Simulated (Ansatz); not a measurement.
**B2SiNH5: one change and its effect**

System: B2SiNH5.
Method of run A: RKS B2PLYP (frozen core)/def2-TZVPP (Ansatz 0.2.0).

The geometry comes from this level: PBE0-D4/def2-TZVP. Text and figures count atoms from 1; the logs count them from 0 in places.

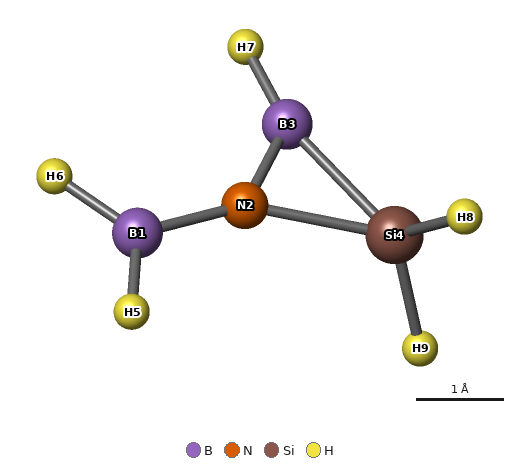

Figure 1. The structure (ball-and-stick view, seen at a tilt; atoms are numbered from 1 in the order of the input). Bond lengths as drawn: B–H 1.19 to 1.20 Å, B–N 1.40 to 1.42 Å, B–Si 1.93 Å, H–Si 1.48 Å and N–Si 1.78 Å.

## Input file, run A
```yaml
crystal:
  periodic: [false, false, false]
  atoms:
    - {symbol: B, position_ang: [-0.882459, 1.310353, 0.309385]}
    - {symbol: N, position_ang: [0.001038, 0.226896, 0.043608]}
    - {symbol: B, position_ang: [1.384716, 0.026424, -0.087631]}
    - {symbol: Si, position_ang: [0.234271, -1.504371, -0.303688]}
    - {symbol: H, position_ang: [-2.063473, 1.120342, 0.350147]}
    - {symbol: H, position_ang: [-0.418537, 2.400431, 0.488221]}
    - {symbol: H, position_ang: [2.337244, 0.731989, -0.016787]}
    - {symbol: H, position_ang: [-0.171514, -2.408763, 0.799031]}
    - {symbol: H, position_ang: [-0.332785, -1.949600, -1.599387]}
basis:
  gaussian: {orbitals: def2-TZVPP}
hamiltonian: {xc: {name: B2PLYP}}
```

Launched with:
```bash
ansatz run in.yaml --threads 2 --pin off --events-out ev --progress --plain --max-ram 4352MiB
```

Hardware: 2 threads of Arm Neoverse V2, 108 GiB of memory available, shared host.

## Output (run A)
```
Functional definition: B2PLYP
  parameter a = 0.53
  parameter c = 0.27
  exchange = (1 - a)*b88_x + a*exact_x
  correlation = (1 - c)*lyp_c + c*(mp2_os + mp2_ss)
1195 factors; integrals over basis functions are off by at most 1.2e-3 eV
mean field evaluation 1: about -10786.8051 eV, gradient 5.1e1 eV
mean field evaluation 2: about -10786.9165 eV, gradient 5.1e1 eV
mean field evaluation 4: about -10792.2048 eV, gradient 4.9e0 eV
mean field evaluation 8: about -10792.2644 eV, gradient 3.1e-1 eV
mean field evaluation 16: about -10792.2647 eV, gradient 5.9e-5 eV
mean field -10792.26465390 eV, -396.6084107711 hartree, gradient 3.1e-6 eV, S^2 0.000000; 0 other end points of the search recorded, 0 dependent functions left out
8 core orbitals not correlated: weight in the atoms' cores, before any rotation towards them, 1.000 or more for the frozen orbitals, at most 0.000 for the correlated occupied ones
reference -10792.26483103 eV, -396.6084172804 hartree; 10, 10 occupied and 187, 187 virtual orbitals, 1195 factors
second order -17.26087320 eV of doubles, -0.00000000 eV of singles
Total energy: -10796.92526679 eV, -396.7796851357 hartree
```

For run B the input was changed thus:
```diff
-hamiltonian: {xc: {name: B2PLYP}}
+hamiltonian: {xc: {name: PBE-QIDH}}
```

How does run B compare with run A?

The total energies belong to different methods, so their difference says nothing on which is more stable or more accurate. The functional changes from B2PLYP to PBE-QIDH.

## Output (run B)
```
Functional definition: PBE-QIDH
  parameter a = 3^(-1/3)
  parameter c = 1/3
  exchange = (1 - a)*pbe_x + a*exact_x
  correlation = (1 - c)*pbe_c + c*(mp2_os + mp2_ss)
1195 factors; integrals over basis functions are off by at most 1.2e-3 eV
mean field evaluation 1: about -10783.1867 eV, gradient 4.4e1 eV
mean field evaluation 2: about -10783.3313 eV, gradient 4.4e1 eV
mean field evaluation 4: about -10787.5014 eV, gradient 3.7e0 eV
mean field evaluation 8: about -10787.5458 eV, gradient 1.8e-1 eV
mean field evaluation 16: about -10787.5460 eV, gradient 2.4e-4 eV
mean field -10787.54597554 eV, -396.4350025397 hartree, gradient 1.8e-6 eV, S^2 0.000000; 0 other end points of the search recorded, 0 dependent functions left out
8 core orbitals not correlated: weight in the atoms' cores, before any rotation towards them, 1.000 or more for the frozen orbitals, at most 0.000 for the correlated occupied ones
reference -10787.54599042 eV, -396.4350030867 hartree; 10, 10 occupied and 187, 187 virtual orbitals, 1195 factors
second order -15.96935332 eV of doubles, -0.00000000 eV of singles
Total energy: -10792.86910819 eV, -396.6306240567 hartree
```

## The two runs side by side

```tsv
quantity	run A	run B
outcome	converged	converged
total energy (hartree)	−396.779685	−396.630624
basis functions	205	205
wall time (shared host)	6 s	6.5 s
```
